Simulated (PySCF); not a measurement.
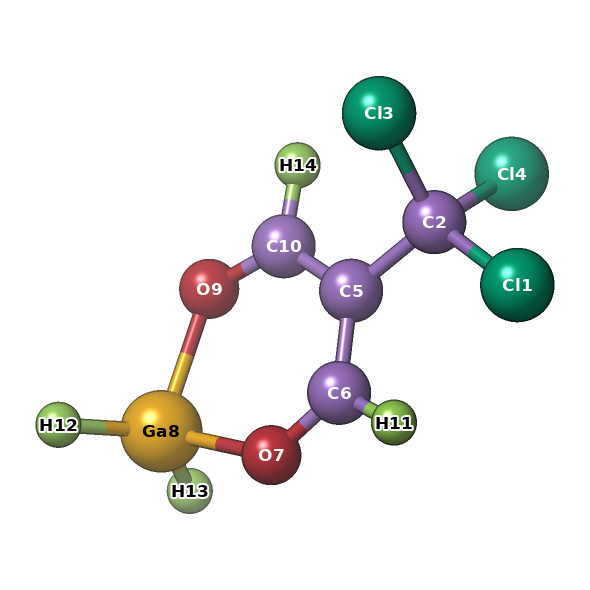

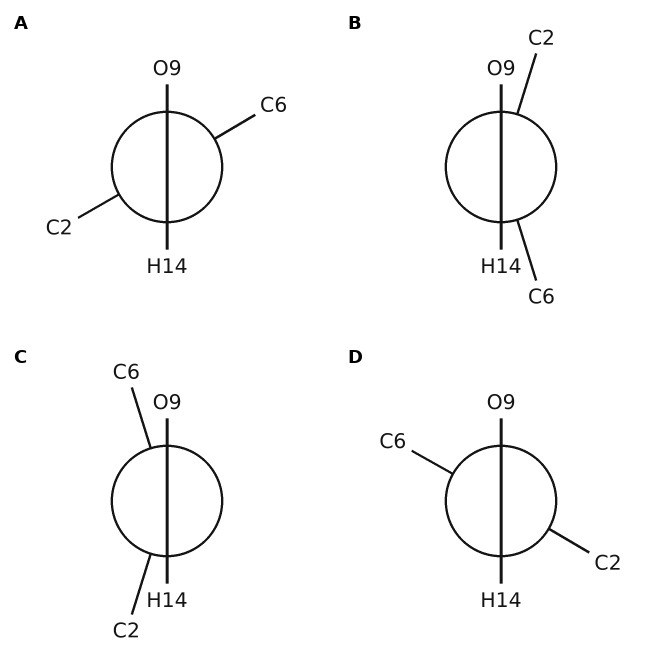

Atoms fade into the background with distance from the viewer. Bonds that would overlap in a projection are set slightly apart. Computed geometry: PBE0-D3(BJ)/def2-SVP optimisation. No frequency run is at hand to confirm it as a minimum.

### Which Newman projection shows the view along C10–C5, with C10 in front?

C. The torsion angle O9–C10–C5–C2 is 180°, antiperiplanar (anti).
